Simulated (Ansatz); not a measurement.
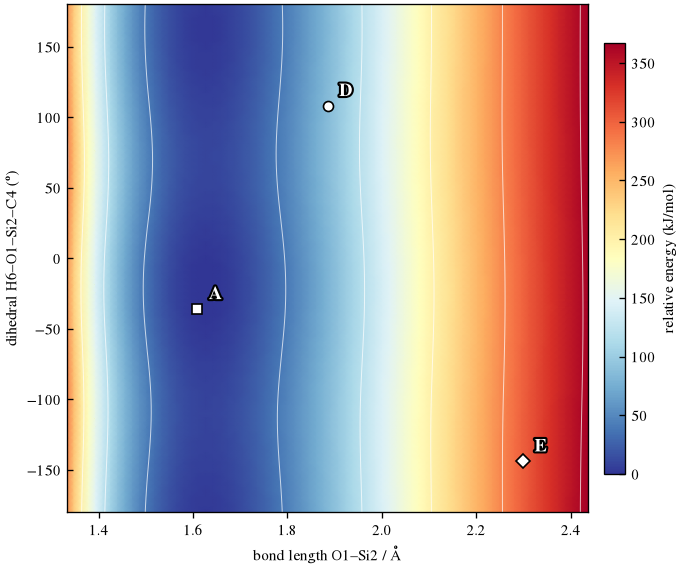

CH₂FNOSi, SMILES O[Si]1(F)C=N1. First axis: bond length O1–Si2. Second axis: dihedral H6–O1–Si2–C4. Nothing is relaxed (all other coordinates rigid). Grid: 9 × 10 points. Points are written as (first, second). Energies: kJ/mol, counted from the relaxed molecule at the same level. The reference is spin-restricted, which grows unreliable where a bond is stretched far. These are results of RKS r2SCAN0-D4/def2-SVP (Ansatz 0.2.0), not measurements.

Drawn: a smooth colour map with a few white contour lines, lettered points. Between grid points the surface is interpolated.

**Is D the lowest point of the computed grid?**

No. D lies 84 kJ/mol above the lowest grid point, which is at (1.609 Å, −36°).

**What kind of point is each of A, D, E: minimum, saddle, maximum or slope?**

A: minimum; D: on a slope; E: on a slope. (In these two coordinates alone; a stationary point may lie a little off the grid point.)
